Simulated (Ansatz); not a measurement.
**AlBClH₂ (doublet): density, localisation and related maps**

Input

```
crystal:
  periodic: [false, false, false]
  atoms:
    - {symbol: B, position_ang: [0.560799, 0.530476, -0.118829]}
    - {symbol: Al, position_ang: [-0.569767, -1.222277, -0.034874]}
    - {symbol: Cl, position_ang: [0.012473, 1.845656, -1.150807]}
    - {symbol: H, position_ang: [-1.746057, -1.721246, 0.920422]}
    - {symbol: H, position_ang: [1.657960, 0.652275, 0.342621]}
basis:
  gaussian: {orbitals: def2-TZVPP}
magnetization: {spin_polarized: true, initial_magnetization: 1}
hamiltonian: {xc: pbe0, dispersion: d4}
output: {orbitals: {seedname: orbitals}}
```

Launched as:

```sh
ansatz run in.yaml --threads 2 --pin off --events-out ev --progress --plain --max-ram 4352MiB
```

Geometry: PBE0-D4/def2-TZVP.

These are results of Ansatz, UKS PBE0-D4/def2-TZVPP, not measurements.

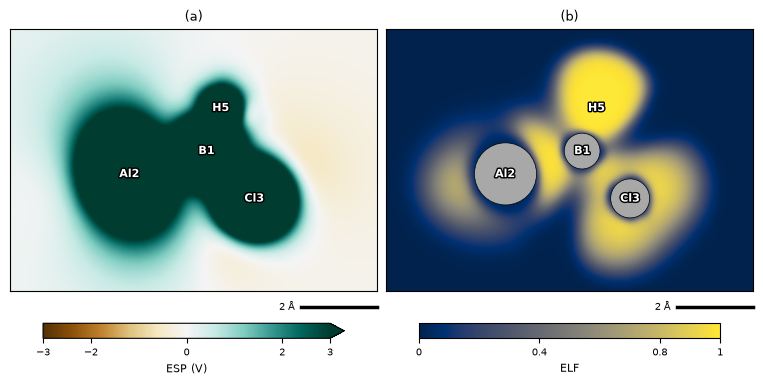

Figure 1. (a) molecular electrostatic potential; (b) ELF on the plane of atoms Al2, B1 and Cl3. Grey discs cover the atomic cores in the ELF map.

Describe what can be read from this map.

Atoms in the plane: B, Al, Cl and H. B–Cl (1.76 Å): the ELF peaks at about 0.90 between the atoms: a polar covalent bond. Al–B (2.09 Å): the ELF peaks at about 1 between the atoms, as expected for a covalent bond. B–H (1.20 Å): the ELF climbs to about 1 towards the hydrogen, as it does in any bond to H: an ordinary covalent bond to hydrogen. The ELF also peaks beside Cl3, away from the bonds: non-bonding electrons, paired or unpaired. Outside the dense part of the molecule the potential is most negative (−0.6 V) near Cl3.

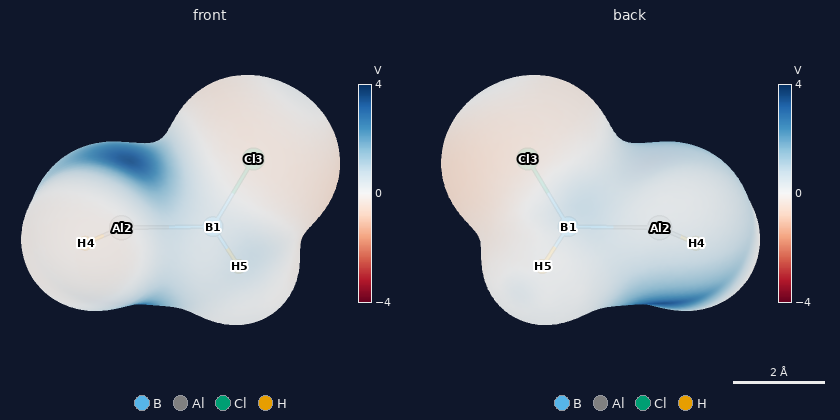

Figure 2. The electrostatic potential painted on the density surface at 0.002 e/bohr³, seen from the front and from behind; the colour scale runs from red (negative) to blue (positive).

Which sites attract a positive test charge, and which a negative one?

A positive charge is drawn to the negative regions and a negative charge to the positive ones. The most negative region (about −0.6 V) lies over Cl3, the most positive (about +3.3 V) over Al2. Cl3 shows a σ-hole: about +0.2 V at the tip opposite its bond, against about −0.3 V on its flanks.

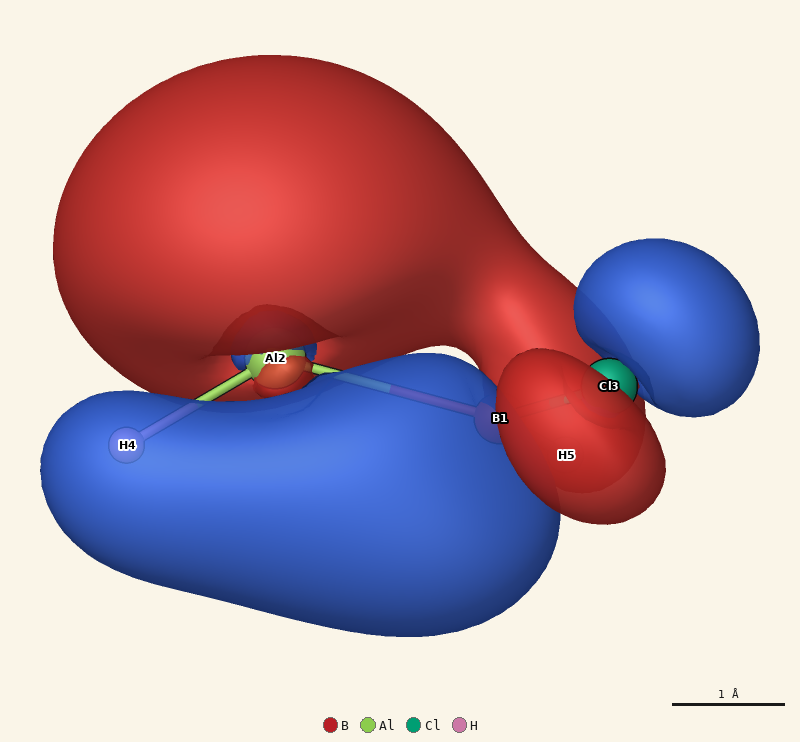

Figure 3. One frontier orbital at ±0.06 Å⁻³ᐟ² (blue and red are the two phases), seen from one side.

Which orbital is it: HOMO (α) or LUMO (α)?

The HOMO (α), at −5.49 eV. By Hirshfeld shares it lies mainly on Al2 (about 65 %), B1 (about 20 %) and Cl3 (about 5 %).

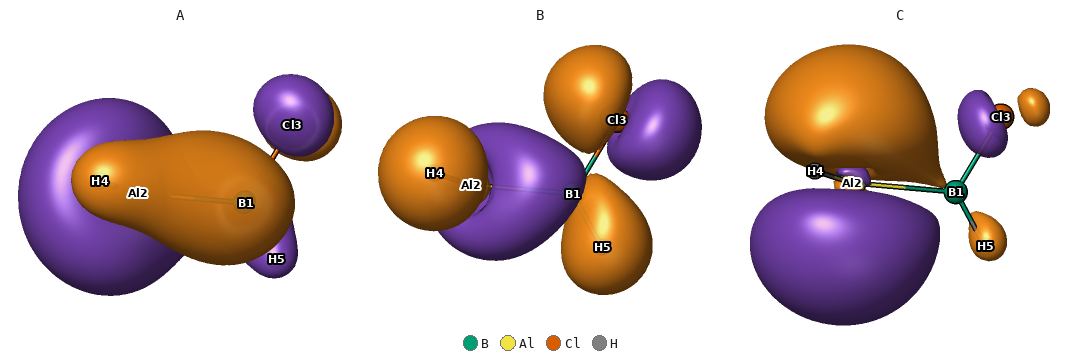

Figure 4. Three frontier orbitals at ±0.08 Å⁻³ᐟ² (orange and purple are the two phases), in no order.

Which picture is the HOMO−1, the HOMO and the LUMO? All are α orbitals.

B is the HOMO−1 (α) (−7.63 eV). By Hirshfeld shares it lies mainly on Cl3 (about 30 %), Al2 (about 25 %), B1 (about 20 %), H4 (about 15 %) and H5 (about 10 %). A is the HOMO (α) (−5.49 eV). It lies mainly on Al2 (about 65 %), B1 (about 20 %) and Cl3 (about 5 %). C is the LUMO (α) (−2.12 eV). Its weight (Hirshfeld) is mainly on Al2 (about 80 %) and B1 (about 10 %).

What is the gap between the highest occupied and lowest empty α orbitals?

3.37 eV between the orbital energies.
